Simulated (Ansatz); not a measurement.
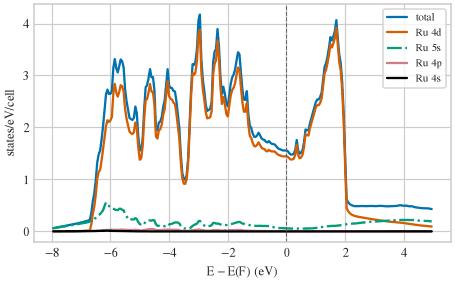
Figure: Total and projected density of states of Ru (hcp (Mg type), P6_3/mmc), plane-wave PAW LDA (Ansatz code)

Problem. Which orbitals carry the states next to the Fermi level?

Solution. Within 0.5 eV of the Fermi level: Ru 4d 93 %. Projections are on Löwdin-orthogonalised atomic valence shells; empty p or d shells of many metals are not among them.

Problem. Where is the tallest occupied peak in this window, and what makes it?

Solution. Near -2.9 eV, about 4.2 states/eV per cell; the largest projected share is Ru 4d.

The LDA relaxation kept the symmetry of its start. The run is not spin-polarised. Spin–orbit coupling is left out wherever it is not named.

Potentials: the earlier of the program's two PAW sets. The files were generated under PBE; for other functionals the program regenerates the frozen cores, and for LDA and PBEsol the local potential too.
